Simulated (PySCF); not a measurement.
```xyz
15

C     2.7646   -0.6455   -0.2045
C     1.8475    0.3026    0.0798
C     0.4560    0.1373   -0.0666
O    -0.0671   -1.0165   -0.5116
C    -0.4910    1.1828    0.2546
O    -0.1861    2.2902    0.6675
C    -1.9266    0.7272    0.0126
Si   -1.7259   -1.0498   -0.6117
H     3.8166   -0.4700   -0.0723
H     2.4615   -1.6097   -0.5748
H     2.1418    1.2744    0.4525
H    -2.3945    1.4150   -0.6919
H    -2.4832    0.8284    0.9444
H    -2.1711   -2.0914    0.3050
H    -2.0469   -1.2669   -2.0162
```

Geometry: GFN2-xTB.

The calculation used UKS B3LYP, pcH-1 on C H O Si, non-relativistic, mean-field spin-orbit, GIAO in PySCF.

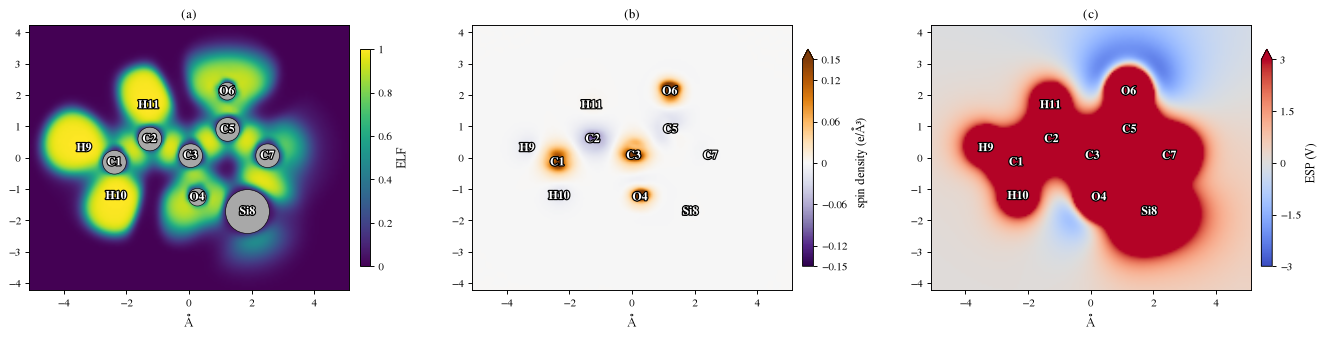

C5H7O2Si (doublet). (a) electron localisation function; (b) spin density; (c) electrostatic potential on the plane of atoms C5, C7 and Si8. Grey discs cover the atomic cores in the ELF map.

Read the bonding off the picture.

Answer.
- The plane passes through C, O, Si and H nuclei.
- C–O (1.22 Å): the ELF peaks at about 0.85 between the atoms (a short, multiple covalent bond).
- C–C (1.35 Å): the ELF peaks at about 0.95 between the atoms, as expected for a covalent bond.
- Si–O (1.66 Å): the ELF peaks at about 0.90 between the atoms (a shared but strongly polarised pair).
- C–Si (1.89 Å): the ELF peaks at about 0.95 between the atoms (localised, covalent bonding).
- C–H (1.07 Å): the ELF climbs to about 1 towards the hydrogen, as it does in any bond to H (a covalent bond by its length).
- The ELF also peaks beside O4 and O6, away from the bonds: non-bonding electrons, paired or unpaired.
- The unpaired spin (1 electron) lies mostly on C3 (about 0.3), C1 (about 0.3), O6 (about 0.2) and O4 (about 0.1), in electrons by Hirshfeld's partition.
- Outside the dense part of the molecule the potential is most negative (−2.3 V) near O6.
